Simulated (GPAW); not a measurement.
# linear Mo chain, spacing 3.025 A: cost and accuracy of the smearing, part 2 of 2

Two starts of linear Mo chain, spacing 3.025 A are run at each rung of the smearing. Which rung is enough?

GPAW 26.7.0; PBE; plane waves with GPAW's PAW setups, scalar-relativistic.

So far, largest spin moment in the augmentation sphere (μB): step 2 (rung 1 (width 0.4 eV), start ferro +) 2.91; step 4 (rung 2 (width 0.2 eV), start ferro +) 3.44; step 5 (rung 2 (width 0.2 eV), start antiferro q=(0,0,1/2) +-) 3.49; step 6 (rung 3 (width 0.1 eV), start ferro +) 3.51; step 7 (rung 3 (width 0.1 eV), start antiferro q=(0,0,1/2) +-) 3.53.

### 8. Rung 4 (width 0.05 eV), start ferro +

Input file order1.py:

```python
import json
import numpy as np
from ase import Atoms
from ase.parallel import paropen, parprint
from gpaw import GPAW

atoms = Atoms(['Mo'],
    cell=[[12.0, 0.0, 0.0],
         [0.0, 12.0, 0.0],
         [0.0, 0.0, 3.025]],
    scaled_positions=[[0.5, 0.5, 0.0]],
    pbc=True,
    magmoms=[1.0])
atoms.calc = GPAW(mode={'name': 'pw', 'ecut': 550},
    xc='PBE',
    kpts={'size': (1, 1, 10), 'gamma': True},
    occupations={'name': 'fermi-dirac', 'width': 0.05},
    convergence={'density': 1e-05, 'energy': 1e-05},
    maxiter=200,
    symmetry={'tolerance': 1e-4},
    txt='order1.txt')
e = atoms.get_potential_energy(force_consistent=True)
res = {'free_energy': e, 'energy_sigma0': atoms.get_potential_energy(), 'fermi_energy': atoms.calc.get_fermi_level()}
res['moments'] = atoms.get_magnetic_moments().tolist()
res['total'] = atoms.get_magnetic_moment()
parprint('site moments (muB):', np.round(res['moments'], 3))
parprint(f"total moment: {res['total']:.3f} muB")
parprint(f'free energy: {e:.6f} eV')
atoms.calc.write('order1.gpw')
with paropen('results.json', 'w') as f:
    json.dump(res, f)
```

Command:

```console
$ OMP_NUM_THREADS=1 python3 order1.py > order1.log
```

What it wrote:

```text
site moments (muB): [3.505]
total moment: 5.000 muB
free energy: -5.726063 eV

--- order1.txt ---
Input parameters:
  mode=PW(ecut=550),
  convergence={'density': 1e-05, 'energy': 1e-05},
  kpts=MonkhorstPack(size=(1, 1, 10), gamma=True),
  maxiter=200,
  occupations=Occupations(name='fermi-dirac', width=0.05),
  symmetry=Symmetry(tolerance=0.0001),
  xc=XC(name='PBE')

Diagonalizing LCAO Hamiltonian
[...]
|          3 |       -38.796 |     1.000 |       -36.326 |     1.000 |
|          4 |        -6.540 |     1.000 |        -4.800 |     1.000 |
[...]
|          9 |        -3.032 |     0.020 |        -0.399 |     0.000 |
|         10 |        -1.818 |     0.000 |        -0.048 |     0.000 |
|         11 |        -1.818 |     0.000 |        -0.048 |     0.000 |
|         12 |         0.217 |     0.000 |         0.634 |     0.000 |

No gap
No difference between direct/indirect transitions


[key lines of the parts left out:]
Free energy:      -5.726063
Converged in 16 steps
dipole moment: (0.000001, 0.000001, -11.121631)  # |e|*Ang
Fermi level: -3.227
```

Elapsed: 25 s, on 1 MPI rank of AMD EPYC 9R45, shared host; peak memory 0.4 GiB.

This step gave:

* magnetization: 5.000 μB
* final state: ferromagnetic
* largest moment: 3.505 μB

The largest moment is that of rung 3, at 1.1 times its CPU time.

### 9. Rung 4 (width 0.05 eV), start antiferro q=(0,0,1/2) +-

Input file order2.py:

```python
import json
import numpy as np
from ase import Atoms
from ase.parallel import paropen, parprint
from gpaw import GPAW

atoms = Atoms(['Mo', 'Mo'],
    cell=[[12.0, 0.0, 0.0],
         [0.0, 12.0, 0.0],
         [0.0, 0.0, 6.05]],
    scaled_positions=[[0.5, 0.5, 0.0],
         [0.5, 0.5, 0.5]],
    pbc=True,
    magmoms=[1.0, -1.0])
atoms.calc = GPAW(mode={'name': 'pw', 'ecut': 550},
    xc='PBE',
    kpts={'size': (1, 1, 5), 'gamma': True},
    occupations={'name': 'fermi-dirac', 'width': 0.05},
    convergence={'density': 1e-05, 'energy': 1e-05},
    maxiter=200,
    symmetry={'tolerance': 1e-4},
    txt='order2.txt')
e = atoms.get_potential_energy(force_consistent=True)
res = {'free_energy': e, 'energy_sigma0': atoms.get_potential_energy(), 'fermi_energy': atoms.calc.get_fermi_level()}
res['moments'] = atoms.get_magnetic_moments().tolist()
res['total'] = atoms.get_magnetic_moment()
parprint('site moments (muB):', np.round(res['moments'], 3))
parprint(f"total moment: {res['total']:.3f} muB")
parprint(f'free energy: {e:.6f} eV')
atoms.calc.write('order2.gpw')
with paropen('results.json', 'w') as f:
    json.dump(res, f)
```

Command:

```console
$ OMP_NUM_THREADS=1 python3 order2.py > order2.log
```

What it wrote:

```text
site moments (muB): [ 3.527 -3.527]
total moment: -0.000 muB
free energy: -12.383509 eV

--- order2.txt ---
Input parameters:
  mode=PW(ecut=550),
  convergence={'density': 1e-05, 'energy': 1e-05},
  kpts=MonkhorstPack(size=(1, 1, 5), gamma=True),
  maxiter=200,
  occupations=Occupations(name='fermi-dirac', width=0.05),
  symmetry=Symmetry(tolerance=0.0001),
  xc=XC(name='PBE')

Diagonalizing LCAO Hamiltonian
[...]
|         17 |        -1.134 |     0.000 |        -1.134 |     0.000 |
|         18 |        -1.132 |     0.000 |        -1.132 |     0.000 |
|         19 |        -0.851 |     0.000 |        -0.851 |     0.000 |
|         20 |        -0.851 |     0.000 |        -0.851 |     0.000 |

Gap: 1.181 eV
Transition (v -> c):
  (s=0, k=2, n=13, [0.00, 0.00, 0.40]) -> (s=0, k=2, n=14, [0.00, 0.00, 0.40])
No difference between direct/indirect transitions


[key lines of the parts left out:]
Free energy:     -12.383509
Converged in 13 steps
dipole moment: (0.000003, 0.000003, -22.216423)  # |e|*Ang
Fermi level: -3.521
```

Wall time 37 s (1 MPI rank); peak memory 0.65 GiB.

This step gave:

* magnetization: 0 μB
* final state: antiferromagnetic
* largest moment: 3.527 μB

This start lies -465.7 meV a seeded atom from the first, a change of -6.5 meV since rung 3; its largest moment is 3.53 μB.

### 10. Rung 5 (width 0.02 eV), start ferro +

order1.py is the script of step 8 with these lines changed:

```diff
@@ -16,3 +16,3 @@
     kpts={'size': (1, 1, 10), 'gamma': True},
-    occupations={'name': 'fermi-dirac', 'width': 0.05},
+    occupations={'name': 'fermi-dirac', 'width': 0.02},
     convergence={'density': 1e-05, 'energy': 1e-05},
```

Command:

```console
$ OMP_NUM_THREADS=1 python3 order1.py > order1.log
```

What it wrote:

```text
site moments (muB): [3.505]
total moment: 5.000 muB
free energy: -5.725662 eV

--- order1.txt ---
Input parameters:
  mode=PW(ecut=550),
  convergence={'density': 1e-05, 'energy': 1e-05},
  kpts=MonkhorstPack(size=(1, 1, 10), gamma=True),
  maxiter=200,
  occupations=Occupations(name='fermi-dirac', width=0.02),
  symmetry=Symmetry(tolerance=0.0001),
  xc=XC(name='PBE')

Diagonalizing LCAO Hamiltonian
[...]
|          3 |       -38.797 |     1.000 |       -36.328 |     1.000 |
|          4 |        -6.541 |     1.000 |        -4.801 |     1.000 |
[...]
|          9 |        -3.034 |     0.000 |        -0.399 |     0.000 |
|         10 |        -1.818 |     0.000 |        -0.050 |     0.000 |
|         11 |        -1.818 |     0.000 |        -0.050 |     0.000 |
|         12 |         0.217 |     0.000 |         0.634 |     0.000 |

No gap
No difference between direct/indirect transitions


[key lines of the parts left out:]
Free energy:      -5.725662
Converged in 17 steps
dipole moment: (0.000001, 0.000001, -11.121763)  # |e|*Ang
Fermi level: -3.241
```

It took 26 s on 1 MPI rank; peak memory 0.4 GiB.

This step gave:

```
magnetization  : 5 μB
final state    : ferromagnetic
largest moment : 3.505 μB
```

The largest moment is that of rung 4, at 1.0 times its CPU time.

### 11. Rung 5 (width 0.02 eV), start antiferro q=(0,0,1/2) +-

order2.py is the script of step 9 with these lines changed:

```diff
@@ -17,3 +17,3 @@
     kpts={'size': (1, 1, 5), 'gamma': True},
-    occupations={'name': 'fermi-dirac', 'width': 0.05},
+    occupations={'name': 'fermi-dirac', 'width': 0.02},
     convergence={'density': 1e-05, 'energy': 1e-05},
```

Command:

```console
$ OMP_NUM_THREADS=1 python3 order2.py > order2.log
```

What it wrote:

```text
site moments (muB): [ 3.527 -3.527]
total moment: -0.000 muB
free energy: -12.383508 eV

--- order2.txt ---
Input parameters:
  mode=PW(ecut=550),
  convergence={'density': 1e-05, 'energy': 1e-05},
  kpts=MonkhorstPack(size=(1, 1, 5), gamma=True),
  maxiter=200,
  occupations=Occupations(name='fermi-dirac', width=0.02),
  symmetry=Symmetry(tolerance=0.0001),
  xc=XC(name='PBE')

Diagonalizing LCAO Hamiltonian
[...]
|         17 |        -1.134 |     0.000 |        -1.134 |     0.000 |
|         18 |        -1.132 |     0.000 |        -1.132 |     0.000 |
|         19 |        -0.851 |     0.000 |        -0.851 |     0.000 |
|         20 |        -0.851 |     0.000 |        -0.851 |     0.000 |

Gap: 1.181 eV
Transition (v -> c):
  (s=0, k=2, n=13, [0.00, 0.00, 0.40]) -> (s=0, k=2, n=14, [0.00, 0.00, 0.40])
No difference between direct/indirect transitions


[key lines of the parts left out:]
Free energy:     -12.383508
Converged in 13 steps
dipole moment: (0.000003, 0.000003, -22.216416)  # |e|*Ang
Fermi level: -3.590
```

The job ended after 37 s (1 MPI rank; peak memory 0.65 GiB).

This step gave:

- magnetization: 0 μB
- final state: antiferromagnetic
- largest moment: 3.527 μB

This start lies -466.1 meV a seeded atom from the first, a change of -0.4 meV since rung 4; its largest moment is 3.53 μB.

### 12. Side by side

Ladder, by row:

```tsv
rung	smearing (eV)	state from the first start	state from the second start	second less first (meV a seeded atom)	moment, first (μB)	moment, second (μB)	CPU time (s)
1	0.4	ferromagnetic	antiferromagnetic	-290.7	2.914	3.24	108.1
2	0.2	ferromagnetic	antiferromagnetic	-429	3.443	3.491	74.33
3	0.1	ferromagnetic	antiferromagnetic	-459.2	3.508	3.526	62.14
4	0.05	ferromagnetic	antiferromagnetic	-465.7	3.505	3.527	62.13
5	0.02	ferromagnetic	antiferromagnetic	-466.1	3.505	3.527	63
```

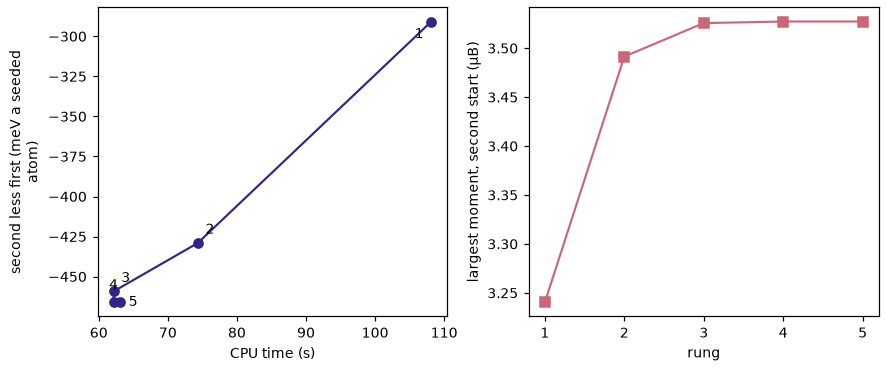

Result against cost, rungs numbered as in the table, and the moment by rung.

### 13. Summary of results

| Item | Value |
| --- | --- |
| range of the moment in the table, second start | 3.24 to 3.53 μB |
| range of CPU time | 62 s to 1.8 min |
| range of the energy difference | -466 to -291 meV a seeded atom |
| first rung from which all stay within 23 meV of the last | 3 |

**Reading.** From rung 3 on the result stays within 6.9 meV of the last rung, inside the margin of 23 meV set for it, at 99 % of the last rung's cost. The second start ends lower on every rung of the table; whether functional and cell give the true order is another question. The mesh stays the same, and a narrow smearing needs a finer one, so the last rung is no sure reference.

[Logs and program files are shortened in this print: banners, set-up blocks, solver, clock and traceback lines can be left out without a mark of their own.]

[Logs are printed without paths, hosts, clocks, repeated set-up lines and the standing remarks that a program may print on its own settings, such as how far it seeks lower states.]

[Hosts, paths, dates, database ids (printed as entryN), source tags and the programs' standing remarks are cut or masked in the printed files.]

[Where a cell is said to come from a database of computed structures, the database is the Materials Project.]
